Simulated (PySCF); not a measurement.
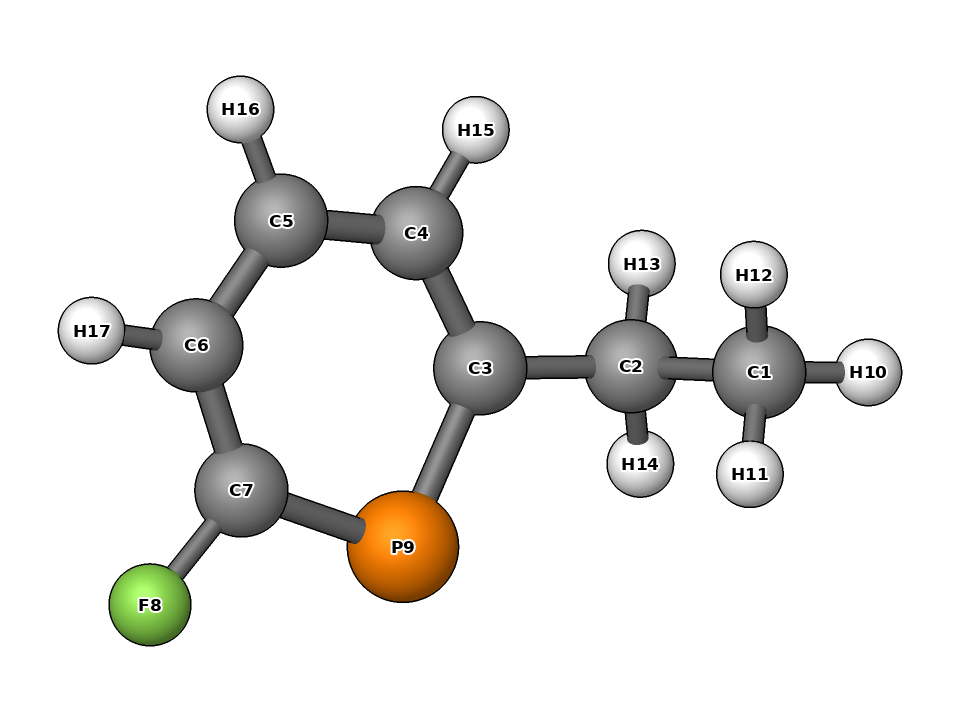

The thickness of each stick grows with its Mayer bond order. Computed geometry: GFN2-xTB optimisation. No frequency run is at hand to confirm it as a minimum. Computed with PBE0/pcSseg-1 (PySCF 2.14.0).

**Which bond between heavy atoms has the lowest Mayer bond order?**

C7–F8, 0.88, at 1.357 Å.

List the Mayer bond orders of C1–C2, C2–C3, C3–C4, C3–P9, C4–C5, C5–C6, C6–C7, C7–F8, C7–P9 (bonds between heavy atoms, one of each equivalent set).

```tsv
bond	Mayer order	length (Å)
C1–C2	1.03	1.529
C2–C3	1.05	1.505
C3–C4	1.39	1.382
C3–P9	1.29	1.746
C4–C5	1.45	1.386
C5–C6	1.42	1.384
C6–C7	1.41	1.377
C7–F8	0.88	1.357
C7–P9	1.27	1.739
```

The geometry is semi-empirical. Around P such bond lengths and angles can be off by a tenth of an ångström or more and by several degrees, and values that hang on the shape move with them.
